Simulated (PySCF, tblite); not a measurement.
# C5H12N2Si: infrared bands, NMR shifts and electronic excitations in gas and solvents, part 2 of 2

tblite 0.8.0 and PySCF 2.14.0. Atoms count from 0. The steps go on from the part before.

## (6) Ultraviolet spectrum: wB97X-D/def2-SVPD

What the job is given:

```
{"job": {"kind": "uv", "xc": "wB97X-D", "basis": "def2-SVPD", "ip": true, "dynamic": false}, "charge": 0, "multiplicity": 1}
C      3.107057    -0.127615    -1.286626
N      1.919303    -0.527893    -1.139775
C      1.137753     0.014236    -0.056070
C      0.562831    -1.110275     0.833835
C     -0.940511    -1.100122     0.554339
N     -1.203325     0.286166     0.228495
Si    -2.749587     1.058747     0.330912
C     -0.116327     0.727061    -0.615532
H      3.582507     0.622984    -0.622119
H      3.718835    -0.526669    -2.108424
H      1.733656     0.719127     0.557478
H      1.036487    -2.074296     0.601253
H      0.754110    -0.878078     1.891304
H     -1.173115    -1.779355    -0.292013
H     -1.542836    -1.427816     1.416321
H     -2.521299     2.535462     0.367791
H     -3.691796     0.778803    -0.807132
H     -3.411462     0.588443     1.585711
H     -0.016905     1.824097    -0.604807
H     -0.234220     0.407324    -1.670934
```

Level: TDDFT wB97X-D/def2-SVPD, vertical, gas phase, core orbitals frozen in the response.

The log of the run:

```text
coarse grid: 16624 points
cycle   1  E = -596.1962284256  dE =  1.040e+00  |g| = 4.006e-01  |ddm| = 7.021e+00
cycle   2  E = -596.2015770255  dE = -5.349e-03  |g| = 4.338e-01  |ddm| = 1.622e+00
cycle   3  E = -596.2407634061  dE = -3.919e-02  |g| = 5.453e-02  |ddm| = 8.271e-01
cycle   4  E = -596.2414702162  dE = -7.068e-04  |g| = 2.865e-02  |ddm| = 1.879e-01
cycle   5  E = -596.2416488447  dE = -1.786e-04  |g| = 7.642e-03  |ddm| = 6.046e-02
cycle   6  E = -596.2416639761  dE = -1.513e-05  |g| = 2.454e-03  |ddm| = 2.759e-02
cycle   7  E = -596.2416656248  dE = -1.649e-06  |g| = 7.206e-04  |ddm| = 8.098e-03
final grid: 154416 points
cycle   8  E = -596.3244884873  dE = -1.332e-04  |g| = 6.438e-03  |ddm| = 2.096e-01
cycle   9  E = -596.3244879423  dE =  5.450e-07  |g| = 7.207e-03  |ddm| = 2.856e-02
cycle  10  E = -596.3244991983  dE = -1.126e-05  |g| = 7.842e-04  |ddm| = 1.404e-02
cycle  11  E = -596.3244993329  dE = -1.346e-07  |g| = 4.621e-04  |ddm| = 3.284e-03
cycle  12  E = -596.3244993830  dE = -5.006e-08  |g| = 1.204e-04  |ddm| = 1.898e-03
cycle  13  E = -596.3244993868  dE = -3.876e-09  |g| = 3.165e-05  |ddm| = 3.958e-04
cycle  14  E = -596.3244993873  dE = -4.220e-10  |g| = 1.216e-05  |ddm| = 2.689e-04
converged SCF energy = -596.3244993873

Static polarisability (au): isotropic 102.340, principal 86.003 92.692 128.324

Singlet excitations
state   eV       nm        f      main configurations
  1   5.0112    247.4   0.00102   H-1->L 0.95
  2   5.9337    208.9   0.00955   H->L+1 0.82
  3   6.2028    199.9   0.00105   H->L 0.92
  4   6.7928    182.5   0.00505   H->L+5 0.81
  5   6.9184    179.2   0.03220   H->L+2 0.63, H->L+3 0.12, H->L+1 0.12
  6   7.1276    173.9   0.05059   H->L+4 0.55, H->L+3 0.19, H->L+2 0.13
  7   7.5262    164.7   0.07830   H->L+7 0.63, H->L+3 0.15
  8   7.5769    163.6   0.00397   H->L+6 0.80
  9   7.6424    162.2   0.11298   H-1->L+3 0.41, H-2->L 0.31, H->L+7 0.10
 10   7.7757    159.5   0.02278   H->L+8 0.54, H->L+3 0.10, H->L+4 0.09

Triplet excitations (Tamm-Dancoff, eV): 4.2460 4.9909 5.7869 6.1870
Vertical ionisation energy (delta-SCF) = 8.2324 eV
```

Wall time 4.2 min (1 thread of Arm Neoverse V2, shared host); peak memory 1.2 GiB.

The orbitals next to the gap, with their largest atomic shares:

```
orbital      eV                         atoms
 HOMO−3  -11.28  Si6 30 %, H17 21 %, H15 15 %
 HOMO−2  -10.44     N1 27 %, C0 24 %, C2 12 %
 HOMO−1   -9.38     N1 57 %, C0 12 %, C2 12 %
   HOMO   -8.23      N5 53 %, Si6 8 %, C4 8 %
   LUMO    1.43      C0 39 %, N1 36 %, H8 8 %
 LUMO+1    2.13     Si6 36 %, C4 6 %, H15 6 %
 LUMO+2    2.53  Si6 50 %, H16 13 %, H15 12 %
```

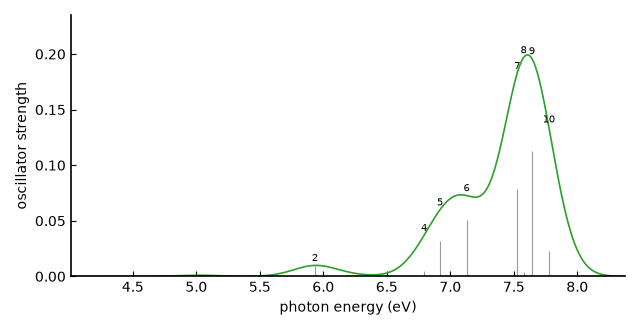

Absorption spectrum from the 10 singlet states computed; above the last one it falls off for lack of states. Lines are broadened to a width of 0.40 eV (Gaussian).

Ground-state properties from the same run:

```
           property  computed
  dipole moment (D)      1.78
polarisability (Å³)     15.17
 HOMO–LUMO gap (eV)      9.66
      −ε(HOMO) (eV)      8.23
```

## (7) Nuclear shieldings: HF/pcSseg-1

The job, as its differences from that of step 6:

```diff
@@ -1,2 +1,2 @@
-{"job": {"kind": "uv", "xc": "wB97X-D", "basis": "def2-SVPD", "ip": true, "dynamic": false}, "charge": 0, "multiplicity": 1}
+{"job": {"kind": "nmr", "xc": "HF", "basis": "pcSseg-1", "pop": false}, "charge": 0, "multiplicity": 1}
 C      3.107057    -0.127615    -1.286626
```

Level: GIAO HF/pcSseg-1 NMR shielding, non-relativistic, gas phase.

The log of the run:

```text
final grid: 154416 points
cycle   1  E = -593.9549039002  dE =  1.599e+00  |g| = 5.472e-01  |ddm| = 3.929e+00
cycle   2  E = -594.0513043871  dE = -9.640e-02  |g| = 2.081e-01  |ddm| = 6.318e-01
cycle   3  E = -594.0617018379  dE = -1.040e-02  |g| = 8.114e-02  |ddm| = 2.195e-01
cycle   4  E = -594.0636737352  dE = -1.972e-03  |g| = 2.320e-02  |ddm| = 9.272e-02
cycle   5  E = -594.0638217426  dE = -1.480e-04  |g| = 5.933e-03  |ddm| = 2.960e-02
cycle   6  E = -594.0638458589  dE = -2.412e-05  |g| = 3.425e-03  |ddm| = 1.120e-02
cycle   7  E = -594.0638518400  dE = -5.981e-06  |g| = 1.218e-03  |ddm| = 5.905e-03
cycle   8  E = -594.0638529168  dE = -1.077e-06  |g| = 3.497e-04  |ddm| = 2.619e-03
cycle   9  E = -594.0638529906  dE = -7.387e-08  |g| = 6.969e-05  |ddm| = 7.257e-04
cycle  10  E = -594.0638529937  dE = -3.076e-09  |g| = 1.775e-05  |ddm| = 1.738e-04
cycle  11  E = -594.0638529939  dE = -1.939e-10  |g| = 5.331e-06  |ddm| = 4.758e-05
converged SCF energy = -594.0638529939

GIAO shielding tensors (ppm)
atom      isotropic    diamagn.    paramagn.     s11        s22        s33       span
  0 C       36.095     252.261    -216.166    -87.147     71.189    124.244    211.391
  1 N     -163.119     328.395    -491.514   -552.942   -192.127    255.713    808.654
  2 C      124.437     247.813    -123.376    107.132    111.474    154.703     47.571
  3 C      155.196     244.195     -88.999    127.872    165.784    171.933     44.061
  4 C      146.510     240.919     -94.409    120.727    140.568    178.235     57.509
  5 N      248.166     331.130     -82.964    192.580    270.163    281.755     89.176
  6 Si     445.230     875.412    -430.182    412.026    412.761    510.902     98.876
  7 C      138.537     241.155    -102.618    110.283    134.915    170.413     60.130
  8 H       24.503      30.152      -5.649     20.274     24.068     29.166      8.892
  9 H       24.661      27.750      -3.089     22.904     23.272     27.807      4.903
 10 H       28.631      34.490      -5.859     25.923     26.717     33.253      7.330
 11 H       30.315      30.194       0.121     25.944     27.860     37.141     11.197
 12 H       29.881      30.925      -1.044     24.939     28.005     36.700     11.761
 13 H       29.005      29.461      -0.456     23.661     27.224     36.130     12.469
 14 H       28.894      30.049      -1.155     23.688     27.435     35.560     11.872
 15 H       27.527      29.186      -1.659     23.814     25.911     32.856      9.041
 16 H       27.512      28.214      -0.702     23.891     25.252     33.394      9.503
 17 H       27.497      28.957      -1.461     23.848     25.824     32.818      8.970
 18 H       28.749      31.660      -2.911     23.796     28.063     34.388     10.591
 19 H       29.336      30.664      -1.328     24.109     28.161     35.738     11.629
```

Wall time 16 s (1 thread of Arm Neoverse V2, shared host); peak memory 0.96 GiB.

This run: δ C0 154.8, C2 66.4, C7 52.3, C4 44.3, H8 7.18, H9 7.02 ppm.

## (8) Nuclear shieldings: PBE0/pcSseg-1 in chloroform

The job, as its differences from that of step 7:

```diff
@@ -1,2 +1,2 @@
-{"job": {"kind": "nmr", "xc": "HF", "basis": "pcSseg-1", "pop": false}, "charge": 0, "multiplicity": 1}
+{"job": {"kind": "nmr", "xc": "PBE0", "basis": "pcSseg-1", "solvent": "chloroform", "pop": true}, "charge": 0, "multiplicity": 1}
 C      3.107057    -0.127615    -1.286626
```

With the program's defaults for keys left out, this is: GIAO PBE0/pcSseg-1 NMR shielding, non-relativistic, IEF-PCM chloroform.

The log of the run:

```text
coarse grid: 16624 points
cycle   1  E = -596.1109466441  dE =  8.437e-01  |g| = 3.795e-01  |ddm| = 3.990e+00
cycle   2  E = -596.0822885976  dE =  2.866e-02  |g| = 5.325e-01  |ddm| = 8.680e-01
cycle   3  E = -596.1461870025  dE = -6.390e-02  |g| = 8.256e-02  |ddm| = 5.331e-01
cycle   4  E = -596.1473549767  dE = -1.168e-03  |g| = 3.696e-02  |ddm| = 7.234e-02
cycle   5  E = -596.1476374452  dE = -2.825e-04  |g| = 1.096e-02  |ddm| = 3.042e-02
cycle   6  E = -596.1476601798  dE = -2.273e-05  |g| = 3.912e-03  |ddm| = 1.170e-02
cycle   7  E = -596.1476633407  dE = -3.161e-06  |g| = 4.638e-04  |ddm| = 3.399e-03
final grid: 154416 points
cycle   8  E = -596.1924890718  dE = -3.509e-05  |g| = 7.710e-03  |ddm| = 3.216e-02
cycle   9  E = -596.1924791234  dE =  9.948e-06  |g| = 1.012e-02  |ddm| = 1.710e-02
cycle  10  E = -596.1925041685  dE = -2.505e-05  |g| = 1.602e-03  |ddm| = 9.815e-03
cycle  11  E = -596.1925047223  dE = -5.538e-07  |g| = 3.627e-04  |ddm| = 1.185e-03
cycle  12  E = -596.1925047463  dE = -2.399e-08  |g| = 1.235e-04  |ddm| = 2.997e-04
cycle  13  E = -596.1925047494  dE = -3.143e-09  |g| = 3.466e-05  |ddm| = 1.200e-04
cycle  14  E = -596.1925047497  dE = -2.290e-10  |g| = 1.069e-05  |ddm| = 4.244e-05
converged SCF energy = -596.1925047497

GIAO shielding tensors (ppm)
atom      isotropic    diamagn.    paramagn.     s11        s22        s33       span
  0 C       25.443     253.514    -228.070    -73.657     38.173    111.813    185.470
  1 N     -146.053     329.095    -475.147   -490.201   -183.350    235.394    725.595
  2 C      109.224     250.907    -141.683     89.116     95.064    143.493     54.377
  3 C      145.497     246.806    -101.310    115.691    154.898    165.901     50.210
  4 C      133.244     244.977    -111.733    103.392    125.930    170.409     67.018
  5 N      226.647     328.673    -102.026    167.410    251.030    261.502     94.092
  6 Si     407.255     879.406    -472.151    366.968    368.584    486.212    119.244
  7 C      125.132     245.044    -119.912     92.890    120.179    162.326     69.436
  8 H       23.702      29.655      -5.953     20.141     23.729     27.235      7.095
  9 H       24.109      27.475      -3.366     22.559     23.227     26.540      3.982
 10 H       27.830      34.156      -6.326     24.806     26.748     31.937      7.131
 11 H       29.723      30.087      -0.364     25.692     27.461     36.016     10.324
 12 H       29.192      30.634      -1.443     24.369     27.558     35.649     11.280
 13 H       28.262      29.396      -1.134     22.999     26.932     34.855     11.857
 14 H       28.175      29.698      -1.523     23.329     27.005     34.192     10.862
 15 H       26.694      28.900      -2.206     23.136     25.096     31.851      8.714
 16 H       26.643      27.868      -1.226     22.993     24.252     32.683      9.690
 17 H       26.672      28.609      -1.937     23.166     25.051     31.800      8.634
 18 H       27.953      31.497      -3.544     23.408     27.416     33.037      9.629
 19 H       28.635      30.674      -2.039     23.646     27.659     34.598     10.952
```

It took 36 s on 1 thread of Arm Neoverse V2, shared host; peak memory 1.1 GiB.

In short: δ C0 159.7, C2 75.9, C7 60.0, C4 51.9, H8 7.55, H9 7.14 ppm.

## (9) NMR shieldings: PBE0/pcSseg-1 in methanol

The job, as its differences from that of step 8:

```diff
@@ -1,2 +1,2 @@
-{"job": {"kind": "nmr", "xc": "PBE0", "basis": "pcSseg-1", "solvent": "chloroform", "pop": true}, "charge": 0, "multiplicity": 1}
+{"job": {"kind": "nmr", "xc": "PBE0", "basis": "pcSseg-1", "solvent": "methanol", "pop": false}, "charge": 0, "multiplicity": 1}
 C      3.107057    -0.127615    -1.286626
```

With the program's defaults for keys left out, this is: GIAO PBE0/pcSseg-1 NMR shielding, non-relativistic, IEF-PCM methanol.

The log of the run:

```text
coarse grid: 16624 points
cycle   1  E = -596.1137924487  dE =  8.410e-01  |g| = 3.747e-01  |ddm| = 3.990e+00
cycle   2  E = -596.0892289183  dE =  2.456e-02  |g| = 5.123e-01  |ddm| = 8.432e-01
cycle   3  E = -596.1480704472  dE = -5.884e-02  |g| = 7.926e-02  |ddm| = 5.095e-01
cycle   4  E = -596.1491566182  dE = -1.086e-03  |g| = 3.454e-02  |ddm| = 6.946e-02
cycle   5  E = -596.1494038470  dE = -2.472e-04  |g| = 1.036e-02  |ddm| = 2.819e-02
cycle   6  E = -596.1494239344  dE = -2.009e-05  |g| = 3.824e-03  |ddm| = 1.084e-02
cycle   7  E = -596.1494269393  dE = -3.005e-06  |g| = 4.570e-04  |ddm| = 3.321e-03
final grid: 154416 points
cycle   8  E = -596.1942371877  dE = -3.541e-05  |g| = 7.649e-03  |ddm| = 3.217e-02
cycle   9  E = -596.1942283687  dE =  8.819e-06  |g| = 9.851e-03  |ddm| = 1.666e-02
cycle  10  E = -596.1942521082  dE = -2.374e-05  |g| = 1.513e-03  |ddm| = 9.409e-03
cycle  11  E = -596.1942526001  dE = -4.919e-07  |g| = 3.486e-04  |ddm| = 1.122e-03
cycle  12  E = -596.1942526223  dE = -2.221e-08  |g| = 1.177e-04  |ddm| = 2.831e-04
cycle  13  E = -596.1942526251  dE = -2.856e-09  |g| = 3.329e-05  |ddm| = 1.132e-04
cycle  14  E = -596.1942526253  dE = -2.133e-10  |g| = 1.035e-05  |ddm| = 4.086e-05
converged SCF energy = -596.1942526253

GIAO shielding tensors (ppm)
atom      isotropic    diamagn.    paramagn.     s11        s22        s33       span
  0 C       23.805     253.417    -229.612    -74.927     33.852    112.489    187.416
  1 N     -140.890     329.581    -470.471   -476.670   -181.438    235.436    712.106
  2 C      109.646     251.020    -141.374     89.279     95.833    143.826     54.547
  3 C      145.551     246.867    -101.316    115.648    155.007    165.998     50.350
  4 C      133.283     245.032    -111.749    103.339    125.958    170.553     67.214
  5 N      226.540     328.734    -102.194    167.556    250.861    261.201     93.645
  6 Si     407.312     879.406    -472.093    366.875    368.820    486.242    119.367
  7 C      125.060     245.085    -120.025     92.738    120.185    162.259     69.521
  8 H       23.635      29.488      -5.854     20.120     23.585     27.198      7.077
  9 H       24.058      27.385      -3.328     22.527     23.135     26.511      3.984
 10 H       27.740      34.112      -6.372     24.733     26.578     31.910      7.177
 11 H       29.751      30.139      -0.388     25.727     27.496     36.029     10.303
 12 H       29.145      30.599      -1.454     24.319     27.491     35.626     11.306
 13 H       28.286      29.428      -1.142     23.017     26.978     34.863     11.847
 14 H       28.127      29.650      -1.523     23.266     26.945     34.169     10.903
 15 H       26.691      28.907      -2.216     23.131     25.090     31.851      8.721
 16 H       26.670      27.917      -1.247     23.021     24.282     32.707      9.686
 17 H       26.671      28.619      -1.948     23.163     25.046     31.804      8.641
 18 H       27.880      31.436      -3.557     23.326     27.332     32.981      9.655
 19 H       28.695      30.755      -2.060     23.707     27.755     34.623     10.916
```

It took 34 s on 1 thread of Arm Neoverse V2, shared host; peak memory 1.1 GiB.

Key values: δ C0 161.7, C2 75.8, C7 60.4, C4 52.2, H8 7.61, H9 7.18 ppm.

## (10) Ultraviolet spectrum: wB97X-D/def2-SVPD in chloroform

The job, as its differences from that of step 9:

```diff
@@ -1,2 +1,2 @@
-{"job": {"kind": "nmr", "xc": "PBE0", "basis": "pcSseg-1", "solvent": "methanol", "pop": false}, "charge": 0, "multiplicity": 1}
+{"job": {"kind": "uv", "xc": "wB97X-D", "basis": "def2-SVPD", "solvent": "chloroform", "nstates": 6, "ntriplets": 0}, "charge": 0, "multiplicity": 1}
 C      3.107057    -0.127615    -1.286626
```

Method: TDDFT wB97X-D/def2-SVPD, vertical, IEF-PCM chloroform (non-equilibrium linear response), core orbitals frozen in the response.

The log of the run:

```text
coarse grid: 16624 points
cycle   1  E = -596.2037035325  dE =  1.033e+00  |g| = 3.852e-01  |ddm| = 7.020e+00
cycle   2  E = -596.2137365777  dE = -1.003e-02  |g| = 3.917e-01  |ddm| = 1.602e+00
cycle   3  E = -596.2451918102  dE = -3.146e-02  |g| = 4.983e-02  |ddm| = 7.466e-01
cycle   4  E = -596.2458653100  dE = -6.735e-04  |g| = 2.302e-02  |ddm| = 2.048e-01
cycle   5  E = -596.2459866209  dE = -1.213e-04  |g| = 6.852e-03  |ddm| = 5.863e-02
cycle   6  E = -596.2459994631  dE = -1.284e-05  |g| = 2.304e-03  |ddm| = 3.591e-02
cycle   7  E = -596.2460010286  dE = -1.566e-06  |g| = 7.281e-04  |ddm| = 1.243e-02
final grid: 154416 points
cycle   8  E = -596.3287807495  dE = -1.342e-04  |g| = 6.416e-03  |ddm| = 2.088e-01
cycle   9  E = -596.3287811814  dE = -4.318e-07  |g| = 6.901e-03  |ddm| = 2.796e-02
cycle  10  E = -596.3287914629  dE = -1.028e-05  |g| = 7.245e-04  |ddm| = 1.434e-02
cycle  11  E = -596.3287915950  dE = -1.321e-07  |g| = 4.045e-04  |ddm| = 3.709e-03
cycle  12  E = -596.3287916357  dE = -4.072e-08  |g| = 1.061e-04  |ddm| = 2.005e-03
cycle  13  E = -596.3287916390  dE = -3.287e-09  |g| = 3.424e-05  |ddm| = 4.799e-04
cycle  14  E = -596.3287916394  dE = -4.713e-10  |g| = 1.298e-05  |ddm| = 3.271e-04
converged SCF energy = -596.3287916394

Static polarisability (au): isotropic 126.107, principal 110.148 116.306 151.867

Singlet excitations
state   eV       nm        f      main configurations
  1   5.0973    243.2   0.00150   H-1->L 0.94
  2   5.9194    209.5   0.01176   H->L+1 0.82, H->L+2 0.12
  3   6.2528    198.3   0.00161   H->L 0.91
  4   6.7729    183.1   0.00750   H->L+4 0.75, H->L+5 0.11
  5   6.8720    180.4   0.04780   H->L+2 0.72, H->L+1 0.13
  6   7.1432    173.6   0.09441   H->L+5 0.57, H->L+4 0.14, H->L+3 0.12
```

Wall time 67 s (1 thread of Arm Neoverse V2, shared host); peak memory 1.3 GiB.

This run: HOMO -8.20 eV, LUMO 1.52 eV; lowest singlet 5.10 eV.

## (11) Comparing the runs: NMR shifts

Shifts (ppm) of some atoms, chosen among heavy atoms and hydrogens apart, means over like atoms, with basis size and wall time:

```
                        run    C2    C7    C4   H15   H10     N1    N5  functions  time
              PBE0/pcSseg-1  76.0  59.2  51.3  4.62  3.27  423.2  38.9        203  32 s
                HF/pcSseg-1  66.4  52.3  44.3  4.17  3.06  428.8  17.6        203  16 s
PBE0/pcSseg-1 in chloroform  75.9  60.0  51.9  4.58  3.42  413.9  41.2        203  36 s
  PBE0/pcSseg-1 in methanol  75.8  60.4  52.2  4.56  3.50  409.4  42.0        203  34 s
```

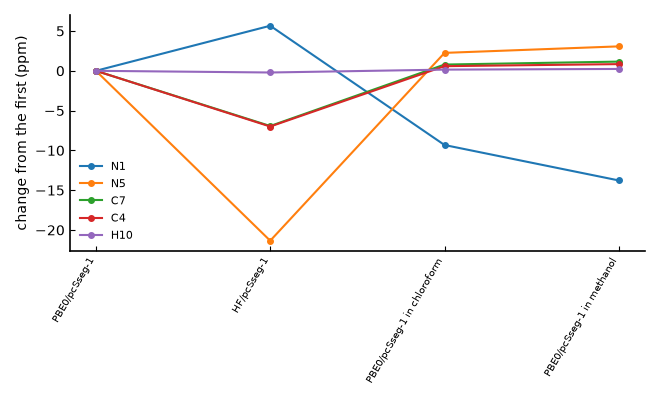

How five of the tabulated atoms move from run to run.

The continuum's effect on the ground state:

```
   solvent      ε  polarisation energy (Eh)  μ (D)
chloroform   4.71                   -0.0047   2.14
  methanol  32.61                   -0.0070   2.33
```

## (12) Side by side: electronic excitations

Excitations and ground-state properties, with basis size and wall time:

```
                            run  lowest singlet (eV)  brightest (eV)      f  gap (eV)  α (Å³)  μ (D)  functions     time
              wB97X-D/def2-SVPD                 5.01            7.64  0.113      9.66   15.17   1.78        260  4.2 min
wB97X-D/def2-SVPD in chloroform                 5.10            7.14  0.094      9.72   18.69   2.22        260     67 s
```

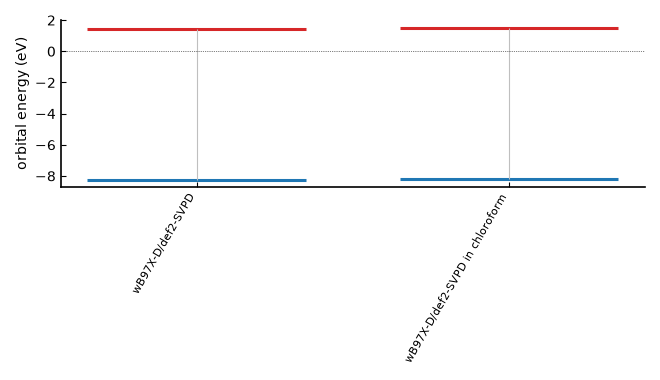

HOMO (blue) and LUMO (red) run by run.

## (13) Results

The summary covers parts 1 to 2.

| quantity | value |
| --- | --- |
| strongest single infrared mode (GFN2-xTB) | 2153 cm⁻¹, 391 km/mol |
| zero-point energy (GFN2-xTB) | 100.6 kcal/mol |
| point group | C1 |
| rotational constants (main isotopes) | 4.47, 0.89, 0.79 GHz |
| 13C shifts against TMS (PBE0/pcSseg-1) | 155.4, 76.0, 59.2, 51.3, 39.1 ppm |
| 1H shifts against TMS (PBE0/pcSseg-1, means over atoms taken as alike) | 7.43, 7.03, 4.62, 3.27, 3.17, 3.01, 2.99, 2.71, 1.98, 1.56 ppm |
| 15N shifts against NH3 (PBE0/pcSseg-1) | 423.2, 38.9 ppm |
| 29Si shifts against TMS (PBE0/pcSseg-1) | -55.0 ppm |
| lowest singlet (wB97X-D/def2-SVPD) | 5.01 eV (247 nm), f = 0.001 |
| brightest single state of those computed | state 9, 7.64 eV, f = 0.113 |
| lowest triplet | 4.25 eV |
| vertical ionisation energy (ΔSCF) | 8.23 eV |
| range of the shift of N1 (PBE0/pcSseg-1 runs) | 409.4 to 423.2 ppm |
| range of the lowest singlet | 5.01 to 5.10 eV |

What this shows: The optimisation took 136 steps and gained 0.279 eV; among the close pairs (by a distance rule), N5–C7 changed most, from 1.482 to 1.438 Å (GFN2-xTB). No mode is imaginary among the 54: a minimum at this level. The strongest single mode, at 2153 cm⁻¹, moves mainly H16. GFN2-xTB is a fitted tight-binding method: band positions and strengths are rough. Its intensities can rank the bands wrongly. Relaxing lowered the energy by 0.212 eV in 7 steps; the close pair that moved most is C0–H9, from 1.054 to 1.099 Å (PBE0/def2-SVP). No frequency check was run at this level, so the end point may be a saddle. At PBE0/pcSseg-1: The largest span, 756 ppm, is at N1, where the paramagnetic term is -486 ppm. The lowest singlet, at 5.01 eV, is HOMO−1→LUMO 0.95 and is weak; of the 10 states computed, the strongest absorption comes from state 9 at 7.64 eV. The lowest triplet lies 0.77 eV below the lowest singlet (triplets in Tamm-Dancoff, singlets in full TDDFT). At wB97X-D/def2-SVPD, the highest states lie near or above the ionisation energy, where they hang on the basis. The orbital energy would give 8.23 eV for ionisation, ΔSCF gives 8.23 eV. At one level, PBE0/pcSseg-1: Across the 3 runs the shift of N1 moves most, between 409.4 (PBE0/pcSseg-1 in methanol) and 423.2 ppm (PBE0/pcSseg-1). The continuum holds electrostatics alone: no hydrogen bonds to the solvent, and the gas-phase geometry is kept. The lowest singlet runs from 5.01 eV (wB97X-D/def2-SVPD) to 5.10 eV (wB97X-D/def2-SVPD in chloroform), while the orbital gap spans 9.66 to 9.72 eV. The lowest state need not be the same one in every run. The runs solved for a few states only, so the brightest column depends on that window.
